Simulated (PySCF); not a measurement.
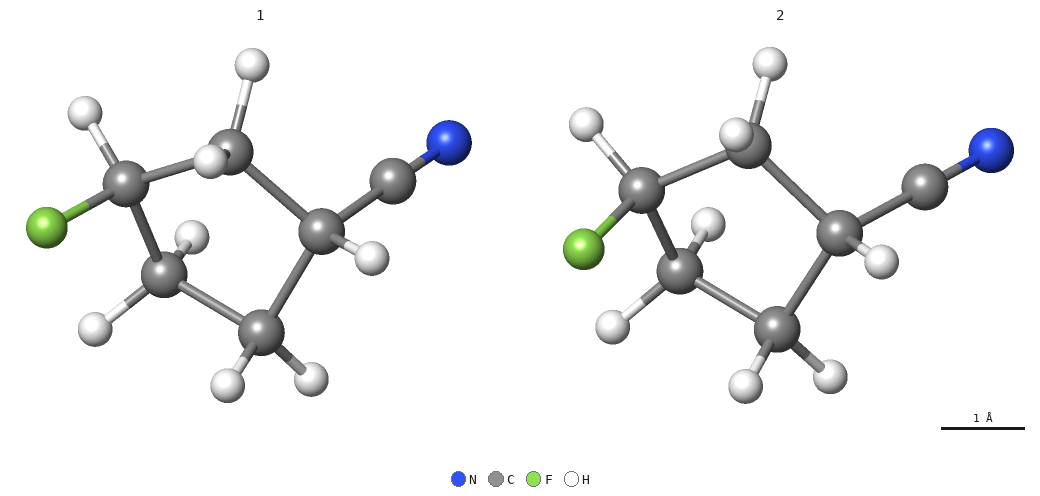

Two geometries of C6H8FN, drawn at one scale. One is the start of a relaxation, the other its converged end. Style: ball-and-stick. Shown at a tilt.

Level of theory: PySCF, PBE0-D3(BJ)/def2-SVP geometry optimisation, gas phase. 

Question: Which one is relaxed?

Answer: Structure 2 is the relaxed one. The start comes from GFN2-xTB. Its atoms were then displaced at random by about 0.01 Å. The F atom moves most after the best rigid fit: 0.38 Å. By element the largest moves are F 0.38 Å, H 0.36 Å, N 0.34 Å, C 0.20 Å. Some distances before and after: C–C 1.557 → 1.524 Å, C–H 1.070 → 1.103 Å, C–C 1.530 → 1.558 Å, C–C 1.433 → 1.460 Å. Among the angles between lasting bonds that change: C–C–H 110.0° → 114.3°, C–C–H 111.9° → 108.7°, H–C–H 111.1° → 108.2°. Over 13 geometry steps the energy falls by 4.33 kcal/mol.
